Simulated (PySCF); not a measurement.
C$_{3}$H$_{6}$, triplet, SMILES `[CH2]C[CH2]`.

Computed with PySCF, PBE0/def2-SVP, geometry: GFN2-xTB. No frequency check shows the geometry to be a minimum. The stability of the open-shell solution wasn't checked. GFN2-xTB doesn't know the spin state, so this open-shell geometry is rough.

Coordinates in Å:

```
C1      -1.2349    0.2794    0.0030
C2      -0.0000   -0.5294   -0.0008
C3       1.2350    0.2794   -0.0026
H4      -2.1884   -0.1919   -0.1364
H5      -1.2043    1.3234    0.2405
H6      -0.0134   -1.2202   -0.8676
H7       0.0134   -1.2191    0.8698
H8       2.1884   -0.1917    0.1374
H9       1.2044    1.3231   -0.2414
```

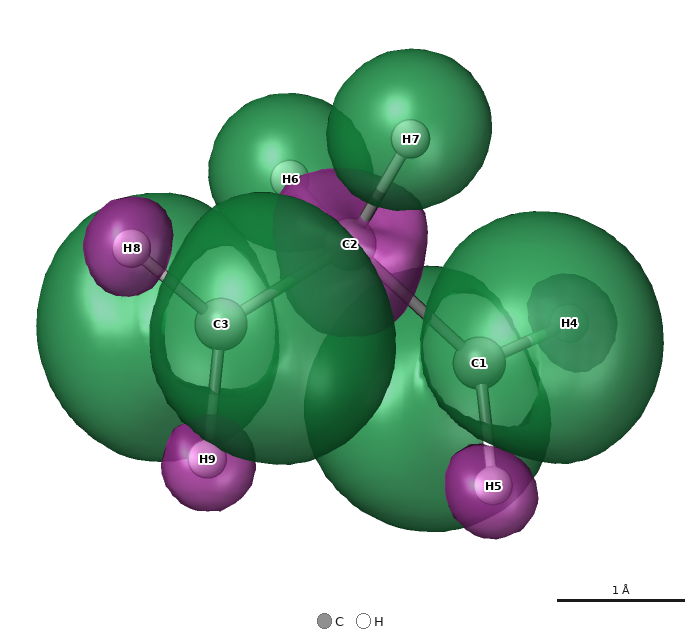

Spin density ρα − ρβ at ±0.02 e/Å³ (green: excess α, purple: excess β).

> How is the spin shared among the atoms?

Hirshfeld spin populations: C1 and C3 +0.76, C2 +0.11, H6 and H7 +0.08, H5 and H9 +0.06 and H4 and H8 +0.05. ⟨S²⟩ = 2.01, against 2.00 for a pure state. The picture also shows regions of β spin from spin polarisation; the Hirshfeld sums, whose atoms overlap, net them against the α spin of neighbours.

Cost of the run: 4.7 s on 1 thread of Intel(R) Xeon(R) 6975P-C (Granite Rapids), with other jobs on the host, peak memory 0.37 GiB.
